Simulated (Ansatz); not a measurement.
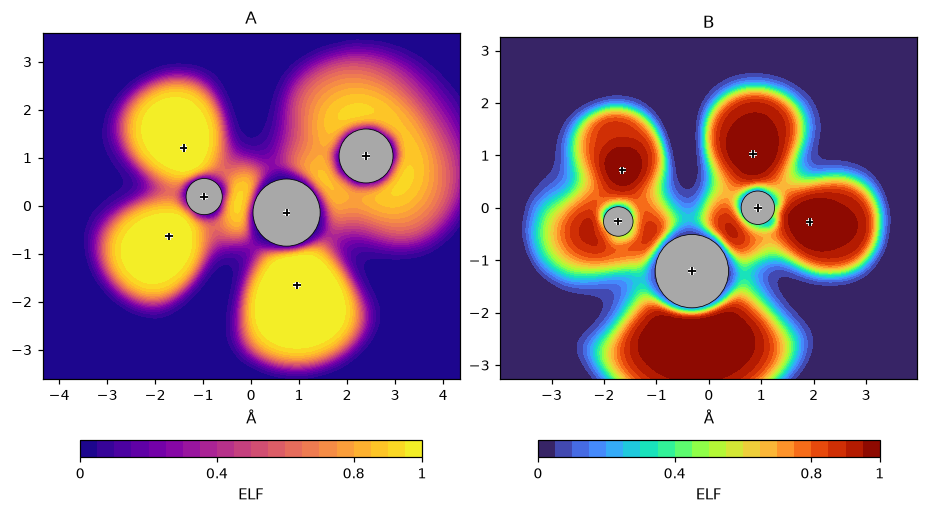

The electron localisation function of 2 systems, each on a plane through atoms (crosses mark nuclei in the plane; grey discs cover the cores).

The calculation used RKS PBE-D4/def2-SVP (Ansatz).

System 1: CH3SSi (SMILES [CH2-][SiH]=S) (charge −1), the molecular plane. The highest occupied orbital lies above zero, a sign that basis and functional describe the outermost electron poorly.

```xyz
6

C    -0.6179    0.0031   -0.7821
Si    0.4200    0.0572    0.6239
S     0.4263    1.1808    2.3176
H    -1.4961    0.6565   -0.9222
H    -0.4146   -0.7142   -1.5981
H     1.5283   -0.9880    0.4705
```

System 2: H3NOSi (SMILES N[Si]O), the molecular plane. 

| atom | x (Å) | y (Å) | z (Å) |
| --- | --- | --- | --- |
| N | -0.7755 | 0.1106 | -0.5055 |
| Si | 0.6683 | -0.8607 | -0.6409 |
| O | 1.5344 | -0.4055 | 0.7409 |
| H | -1.5097 | 0.0509 | -1.2172 |
| H | -1.0293 | 0.7842 | 0.2272 |
| H | 1.1539 | 0.2566 | 1.3493 |

**Which map belongs to which system?**

Panel A is system 1, CH3SSi: the plane holds C, Si, S and H. C–Si (1.75 Å): the ELF peaks at about 0.90 between the atoms, as expected for a covalent bond. Panel B is system 2, H3NOSi: the plane holds N, Si, O and H. Si–O (1.69 Å): the ELF peaks at about 0.85 between the atoms (a polar covalent bond).
